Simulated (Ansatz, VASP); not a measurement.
## NdCu2 in two plane-wave programs

One calculation is typed for both programs; each brings its own data sets and cutoff. How far apart do they land?

Program: Ansatz 0.2.0. Level of theory: plane waves, with VASP 6.6.1 beside it; single point at PBEsol, DFT+U. Results are calculated unless marked as measured.

In doubt: warnings of the run leave room for a lower electronic state, so energies may not be the lowest and differences between runs may mislead; a part-filled 4f shell, where there is one, can sit in one of many states, so energies may not be the lowest and differences between runs may mislead; derivatives with an open 4f shell can jump between states, which bears on forces and vibrations.

### 1. Starting point

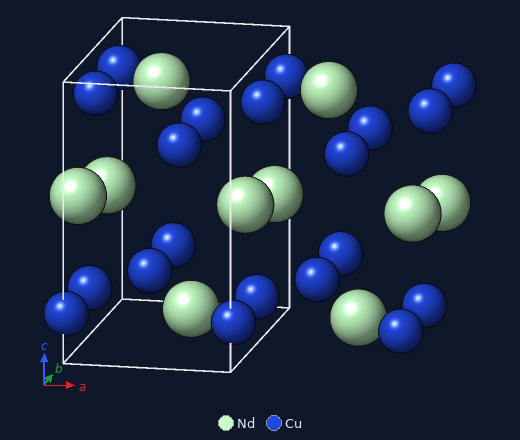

The cell as given, slightly off an axis (neodymium light green, copper blue). 2×1×1 cells are drawn. This picture shows the conventional cell, with its axes. Some periodic images of atoms are drawn too.

### 2. VASP: single point, PBEsol, DFT+U

With cell and atoms fixed, the geometry can't cause a difference; cores, projectors, grids and the points listed under the comparison can.

Lines of VASP's logs that name or quote its potential files are left out, and so is its time.

INCAR reads:

```
SYSTEM = NdCu2
PREC = Accurate
ENCUT = 410
EDIFF = 1E-06
NELM = 150
ISMEAR = 1
SIGMA = 0.1
LREAL = .FALSE.
ALGO = Normal
GGA = PS
NBANDS = 57
ISPIN = 2
MAGMOM = 3 -3 0.6 -0.6 0.6 -0.6
LDAU = .TRUE.
LDAUTYPE = 2
LDAUL = 3 2
LDAUU = 4 6
LDAUJ = 0 0
LDAUPRINT = 1
LASPH = .TRUE.
LMAXMIX = 6
AMIX = 0.2
BMIX = 1E-04
AMIX_MAG = 0.8
BMIX_MAG = 1E-04
LORBIT = 11
LWAVE = .FALSE.
LCHARG = .FALSE.
KPAR = 2
```

POSCAR reads:

```
NdCu2
1.0
   -2.1921500000      3.5163000000      3.7097000000
    2.1921500000     -3.5163000000      3.7097000000
    2.1921500000      3.5163000000     -3.7097000000
Nd Cu
2 4
Direct
    0.2117000000      0.4617000000      0.7500000000
    0.7883000000      0.5383000000      0.2500000000
    0.3847000000      0.8341000000      0.5506000000
    0.7835000000      0.8341000000      0.9494000000
    0.6153000000      0.1659000000      0.4494000000
    0.2165000000      0.1659000000      0.0506000000
```

KPOINTS reads:

```
Automatic mesh
0
Gamma
5 5 5
0 0 0
```

Potentials, in the order of the species: Nd and Cu (PBE family, release 64).

Launch:

```console
> mpirun -np 2 vasp_std
```

Numbers of over 12 decimals in the logs are rounded to 6 here.

What it wrote:

```text
[banner, memory and clock lines left out]
running    2 mpi-ranks, on    1 nodes
 distrk:  each k-point on    1 cores,    2 groups
 distr:  one band on    1 cores,    1 groups

 POSCAR found type information on POSCAR NdCu
 POSCAR found :  2 types and       6 ions
|                                                                             |
|               ----> ADVICE to this user running VASP <----                  |
|                                                                             |
|     You enforced a specific xc type in the INCAR file but a different       |
|     [... a line on the potential file left out ...]
|     I HOPE YOU KNOW WHAT YOU ARE DOING!                                     |
|                                                                             |

 LDA part: xc-table for (Slater+PW92), standard interpolation
 POSCAR, INCAR and KPOINTS ok, starting setup
 FFT: planning ... GRIDC
 FFT: planning ... GRID_SOFT
 FFT: planning ... GRID
 WAVECAR not read
 entering main loop
       N       E                     dE             d eps       ncg     rms          rms(c)
DAV:   1     0.743015320610E+03    0.74302E+03   -0.21975E+04  7684   0.258E+03
DAV:   2     0.155733614232E+03   -0.58728E+03   -0.53676E+03  7413   0.423E+02
DAV:   3    -0.495485867185E+01   -0.16069E+03   -0.15025E+03  9362   0.249E+02
DAV:   4    -0.207057934224E+02   -0.15751E+02   -0.14948E+02 11640   0.936E+01
DAV:   5    -0.222424271604E+02   -0.15366E+01   -0.15197E+01 12312   0.249E+01    0.780E+01
DAV:   6    -0.960450765150E+02   -0.73803E+02   -0.32291E+02 10992   0.101E+02    0.165E+02
DAV:   7    -0.123643894724E+02    0.83681E+02   -0.61951E+01 10096   0.161E+02    0.618E+01
DAV:   8    -0.151834290797E+02   -0.28190E+01   -0.24614E+01 12160   0.289E+01    0.346E+01
DAV:   9    -0.194857940185E+02   -0.43024E+01   -0.15692E+01  9334   0.434E+01    0.189E+01
DAV:  10    -0.205344072832E+02   -0.10486E+01   -0.69110E+00 11882   0.235E+01    0.185E+01
DAV:  11    -0.205066080567E+02    0.27799E-01   -0.93601E-01 11635   0.154E+01    0.112E+01
DAV:  12    -0.208616019003E+02   -0.35499E+00   -0.10001E+00 11640   0.162E+01    0.491E+00
DAV:  13    -0.208991425600E+02   -0.37541E-01   -0.61667E-01 11824   0.100E+01    0.491E+00
DAV:  14    -0.209253391769E+02   -0.26197E-01   -0.13415E-01 11750   0.216E+00    0.368E+00
[...]
DAV:  58    -0.210976449167E+02   -0.84954E-05   -0.51029E-06  4380   0.538E-02    0.201E-02
DAV:  59    -0.210976534615E+02   -0.85449E-05   -0.15848E-05  6922   0.583E-02    0.222E-02
DAV:  60    -0.210976595270E+02   -0.60655E-05   -0.96089E-06  7196   0.609E-02    0.232E-02
DAV:  61    -0.210976655845E+02   -0.60575E-05   -0.26838E-05  7380   0.669E-02    0.128E-02
DAV:  62    -0.210976709000E+02   -0.53155E-05   -0.24991E-06  3543   0.369E-02    0.109E-02
DAV:  63    -0.210976737009E+02   -0.28009E-05   -0.24725E-06  3329   0.356E-02    0.944E-03
DAV:  64    -0.210976754911E+02   -0.17902E-05   -0.53390E-06  5266   0.274E-02    0.101E-02
DAV:  65    -0.210976760516E+02   -0.56052E-06   -0.88019E-07  4293   0.156E-02
   1 F= -.21097676E+02 E0= -.21096809E+02  d E =-.260173E-02  mag=     0.0000
```

OUTCAR, selected parts (step 2):

```text
ion  position               nearest neighbor table
   1  0.212  0.462  0.750-   5 3.01   6 3.01   5 3.01   6 3.01   6 3.05   5 3.05   4 3.10   3 3.10

  LATTYP: Found a body centered orthorhombic cell.
 ALAT       =     4.3843000000
 B/A-ratio  =     1.6040416942
 C/A-ratio  =     1.6922655840

 Subroutine GETGRP returns: Found  8 space group operations
 (whereof  4 operations were pure point group operations)

The static configuration has the point symmetry C_2h.
 The point group associated with its full space group is D_2h.

 Found     27 irreducible k-points:

   k-points           NKPTS =     27   k-points in BZ     NKDIM =     27   number of bands    NBANDS=     57

   dimension x,y,z NGX =    40 NGY =   40 NGZ =   40
   dimension x,y,z NGXF=    80 NGYF=   80 NGZF=   80

   ENCUT  =  410.0 eV  30.13 Ry    5.49 a.u.   9.18  9.18  9.18*2*pi/ulx,y,z

   NELECT =      72.0000    total number of electrons

 k-points in reciprocal lattice and weights: Automatic mesh
   0.00000000  0.00000000  0.00000000       0.008
   0.20000000  0.00000000  0.00000000       0.032
   0.40000000  0.00000000 -0.00000000       0.032
   0.00000000  0.20000000 -0.00000000       0.032
   0.20000000  0.20000000 -0.00000000       0.064
   0.40000000  0.20000000 -0.00000000       0.064
  -0.40000000  0.20000000  0.00000000       0.064
  -0.20000000  0.20000000 -0.00000000       0.032
   0.00000000  0.40000000 -0.00000000       0.032
[...]
0.40000000 -0.40000000  0.40000000       0.016
  -0.40000000 -0.40000000  0.40000000       0.016

atom =   1  type =  1  l = 3

 onsite density matrix

spin component  1

  0.3309  0.0000 -0.3813 -0.0170 -0.0000 -0.0247  0.0000
  0.0000  0.0050  0.0000 -0.0000 -0.0157 -0.0000 -0.0277
 -0.3813  0.0000  0.4485 -0.0143  0.0000 -0.0211 -0.0000
 -0.0170 -0.0000 -0.0143  0.7938 -0.0000 -0.0714  0.0000
 -0.0000 -0.0157  0.0000 -0.0000  0.2315 -0.0000  0.4052
 -0.0247 -0.0000 -0.0211 -0.0714 -0.0000  0.9255  0.0000
  0.0000 -0.0277 -0.0000  0.0000  0.4052  0.0000  0.7169

spin component  2

  0.0017 -0.0000 -0.0004 -0.0000 -0.0000 -0.0000  0.0000
 -0.0000  0.0027  0.0000  0.0000 -0.0000 -0.0000 -0.0000
 -0.0004  0.0000  0.0021 -0.0000 -0.0000  0.0000 -0.0000
 -0.0000  0.0000 -0.0000  0.0015 -0.0000  0.0001 -0.0000
 -0.0000 -0.0000 -0.0000 -0.0000  0.0013  0.0000  0.0000
 -0.0000 -0.0000  0.0000  0.0001  0.0000  0.0016  0.0000
  0.0000 -0.0000 -0.0000 -0.0000  0.0000  0.0000  0.0017

 occupancies and eigenvectors

  o =  0.0013  v =  0.0000  0.0000  0.0000  0.0000  0.0000  0.0000  0.0000  0.0000  0.0099  0.0000  0.0000  0.9974 -0.0000 -0.0710      0.0000  0.0000  0.0000  0.0000  0.0000  0.0000  0.0000  0.0000  0.0000  0.0000  0.0000  0.0000  0.0000  0.0000
  o =  0.0015  v =  0.0000  0.0000  0.0000  0.0000  0.0000  0.0000  0.0000  0.6215 -0.0000  0.4001  0.6419 -0.0000 -0.2041  0.0000      0.0000  0.0000  0.0000  0.0000  0.0000  0.0000  0.0000  0.0000  0.0000  0.0000  0.0000  0.0000  0.0000  0.0000
  o =  0.0015  v =  0.0000  0.0000  0.0000  0.0000  0.0000  0.0000  0.0000  0.5727 -0.0000  0.3247 -0.6221 -0.0000  0.4238 -0.0000      0.0000  0.0000  0.0000  0.0000  0.0000  0.0000  0.0000  0.0000  0.0000  0.0000  0.0000  0.0000  0.0000  0.0000
  o =  0.0017  v =  0.0000  0.0000  0.0000  0.0000  0.0000  0.0000  0.0000  0.1137  0.0000  0.0923 -0.4480 -0.0000 -0.8820  0.0000      0.0000  0.0000  0.0000  0.0000  0.0000  0.0000  0.0000  0.0000  0.0000  0.0000  0.0000  0.0000  0.0000  0.0000
  o =  0.0017  v =  0.0000  0.0000  0.0000  0.0000  0.0000  0.0000  0.0000  0.0000  0.0291 -0.0000  0.0000  0.0707  0.0000  0.9971      0.0000  0.0000  0.0000  0.0000  0.0000  0.0000  0.0000  0.0000  0.0000  0.0000  0.0000  0.0000  0.0000  0.0000
  o =  0.0019  v = -0.0000 -0.0082 -0.0000 -0.0000 -0.8701 -0.0000  0.4928  0.0000  0.0000  0.0000  0.0000  0.0000  0.0000  0.0000      0.0000  0.0000  0.0000  0.0000  0.0000  0.0000  0.0000  0.0000  0.0000  0.0000  0.0000  0.0000  0.0000  0.0000
  o =  0.0020  v = -0.7582 -0.0000 -0.6502 -0.0314  0.0000 -0.0376 -0.0000  0.0000  0.0000  0.0000  0.0000  0.0000  0.0000  0.0000      0.0000  0.0000  0.0000  0.0000  0.0000  0.0000  0.0000  0.0000  0.0000  0.0000  0.0000  0.0000  0.0000  0.0000
[...]
o =  0.9357  v = -0.3260  0.0000  0.0000  0.9454  0.0000  0.0000  0.0000  0.0000  0.0000  0.0000      0.0000  0.0000  0.0000  0.0000  0.0000  0.0000  0.0000  0.0000  0.0000  0.0000
  o =  0.9363  v =  0.0000  0.0000  0.0000  0.0000  0.0000 -0.0000 -0.2446 -0.8762 -0.0000  0.4153      0.0000  0.0000  0.0000  0.0000  0.0000  0.0000  0.0000  0.0000  0.0000  0.0000
  o =  0.9371  v =  0.0000  0.0000  0.0000  0.0000  0.0000 -0.2014 -0.0000  0.0000 -0.9795  0.0000      0.0000  0.0000  0.0000  0.0000  0.0000  0.0000  0.0000  0.0000  0.0000  0.0000
  o =  0.9372  v =  0.0000  0.0657  0.9603 -0.0000 -0.2713  0.0000  0.0000  0.0000  0.0000  0.0000      0.0000  0.0000  0.0000  0.0000  0.0000  0.0000  0.0000  0.0000  0.0000  0.0000
  o =  0.9395  v =  0.0000  0.0000  0.0000  0.0000  0.0000 -0.9795  0.0000 -0.0000  0.2014 -0.0000      0.0000  0.0000  0.0000  0.0000  0.0000  0.0000  0.0000  0.0000  0.0000  0.0000
  o =  0.9404  v =  0.0000 -0.9275  0.1590 -0.0000  0.3382  0.0000  0.0000  0.0000  0.0000  0.0000      0.0000  0.0000  0.0000  0.0000  0.0000  0.0000  0.0000  0.0000  0.0000  0.0000
  o =  0.9408  v =  0.0000  0.0000  0.0000  0.0000  0.0000  0.0000  0.8853 -0.3765 -0.0000 -0.2730      0.0000  0.0000  0.0000  0.0000  0.0000  0.0000  0.0000  0.0000  0.0000  0.0000
  o =  0.9409  v = -0.9454  0.0000 -0.0000 -0.3260  0.0000  0.0000  0.0000  0.0000  0.0000  0.0000      0.0000  0.0000  0.0000  0.0000  0.0000  0.0000  0.0000  0.0000  0.0000  0.0000

 average (electrostatic) potential at core
       1 -54.0295       2 -54.0295       3 -64.0272       4 -64.0282       5 -64.0282
       6 -64.0272

 E-fermi :   5.6240

 spin component 1
 k-point     1 :       0.0000    0.0000    0.0000
  band No.  band energies     occupation
    ...
     32       4.7540      1.00000
     33       5.0068      1.00000
     34       5.2517      1.00000
     35       5.4244      1.00809
     36       5.4654      1.02368
     37       5.7523     -0.03498
     38       6.0354     -0.00000
     39       6.0893     -0.00000
     40       6.1343     -0.00000
     41       7.4920     -0.00000
    ...

 k-point     2 :       0.2000    0.0000    0.0000
  band No.  band energies     occupation
    ...
     32       4.5012      1.00000
     33       4.7457      1.00000
     34       5.3240      1.00009
     35       5.5105      1.03405
     36       5.5719      0.88173
     37       5.9476     -0.00002
     38       6.1524     -0.00000
     39       6.2668     -0.00000
     40       6.6167     -0.00000
     41       7.2957     -0.00000
    ...

 k-point     3 :       0.4000    0.0000   -0.0000
  band No.  band energies     occupation
    ...
     31       4.4539      1.00000
     32       4.5352      1.00000
     33       4.7367      1.00000
     34       5.1935      1.00000
     35       5.5220      1.02708
     36       5.9035     -0.00028
     37       6.0286     -0.00000
     38       6.4106     -0.00000
     39       6.8447     -0.00000
     40       7.0403     -0.00000
    ...

 k-point     4 :       0.0000    0.2000   -0.0000
  band No.  band energies     occupation
    ...
     31       4.1503      1.00000
     32       4.4548      1.00000
     33       4.6909      1.00000
     34       4.9982      1.00000
     35       5.4560      1.01943
     36       5.6312      0.43964
     37       5.6777      0.11059
     38       6.0939     -0.00000
     39       6.3299     -0.00000
     40       6.8920     -0.00000
    ...

 k-point     5 :       0.2000    0.2000   -0.0000
  band No.  band energies     occupation
    ...
     32       4.5777      1.00000
     33       4.6730      1.00000
     34       4.8295      1.00000
     35       5.2208      1.00000
     36       5.5856      0.80002
     37       5.6567      0.23940
     38       6.3630     -0.00000
     39       6.5699     -0.00000
     40       6.8546     -0.00000
     41       7.3714     -0.00000
    ...

 k-point     6 :       0.4000    0.2000   -0.0000
  band No.  band energies     occupation
    ...
     32       4.4797      1.00000
     33       4.7257      1.00000
     34       4.9787      1.00000
     35       5.4344      1.01101
     36       5.5653      0.91411
     37       5.7494     -0.03533
     38       6.2342     -0.00000
     39       6.6961     -0.00000
     40       7.4260     -0.00000
     41       7.6906      0.00000
    ...

  Total       -0.4651497     -0.5878094     -0.9764927      0.0000000      0.0000000      0.0000000
  in kB       -6.5155095     -8.2336454    -13.6780639      0.0000000      0.0000000      0.0000000
  external PRESSURE =      -9.4757396 kB  Pullay stress =       0.0000000 kB

  energy-cutoff  :      410.00
  volume of cell :      114.38
      direct lattice vectors                 reciprocal lattice vectors
    -2.192150000  3.516300000  3.709700000     0.000000000  0.142194921  0.134781788
     2.192150000 -3.516300000  3.709700000     0.228086582  0.000000000  0.134781788
     2.192150000  3.516300000 -3.709700000     0.228086582  0.142194921  0.000000000

 POSITION                                       TOTAL-FORCE (eV/Angst)
 -----------------------------------------------------------------------------------
      2.19215      1.75815     -0.28416        -0.000000     -0.000007      0.063206
      0.00000      1.75815      3.99386         0.000000     -0.000007     -0.063206
      2.19215      0.35585      2.47882         0.000000      0.080084     -0.004667
      2.19215      3.16045      2.47882        -0.000000     -0.080078     -0.002372
      0.00000      3.16045      1.23088         0.000000     -0.080078      0.002372
      0.00000      0.35585      1.23088        -0.000000      0.080084      0.004667
 -----------------------------------------------------------------------------------
    total drift:                                0.000000      0.000552      0.000001

  FREE ENERGIE OF THE ION-ELECTRON SYSTEM (eV)
  ---------------------------------------------------
  free  energy   TOTEN  =       -21.0976760516 eV

  energy  without entropy=      -21.0950743200  energy(sigma->0) =      -21.09680881

 total charge
# of ion       s       p       d       f       tot
--------------------------------------------------
    1        1.997   5.438   0.427   3.458  11.321
    2        1.997   5.438   0.427   3.458  11.321
    3        0.521   0.245   9.355   0.000  10.121
    4        0.521   0.245   9.355   0.000  10.121
    5        0.521   0.245   9.355   0.000  10.121
    6        0.521   0.245   9.355   0.000  10.121
--------------------------------------------------
tot          6.080  11.855  38.273   6.917  63.125

 magnetization (x)
# of ion       s       p       d       f       tot
--------------------------------------------------
    1       -0.009  -0.117   0.050   3.434   3.358
    2        0.009   0.117  -0.050  -3.434  -3.358
    3       -0.002   0.000   0.000   0.000  -0.001
    4       -0.002   0.000   0.000   0.000  -0.001
    5        0.002  -0.000  -0.000   0.000   0.001
    6        0.002  -0.000  -0.000   0.000   0.001
--------------------------------------------------
tot          0.000   0.000   0.000   0.000   0.000

[... 5 further parts left out ...]
```

The run ends at a pressure of -0.95 GPa, with forces up to 0.080 eV/Å.

[end of part 1 of 2]

[Lines on the potential files, build, host, timing and source positions are cut from VASP's logs without a mark.]

[Logs are printed without paths, hosts, clocks, repeated set-up lines and the standing remarks that a program may print on its own settings, such as how far it seeks lower states.]

[Hosts, paths, dates, database ids (printed as entryN), source tags and the programs' standing remarks are cut or masked in the printed files.]
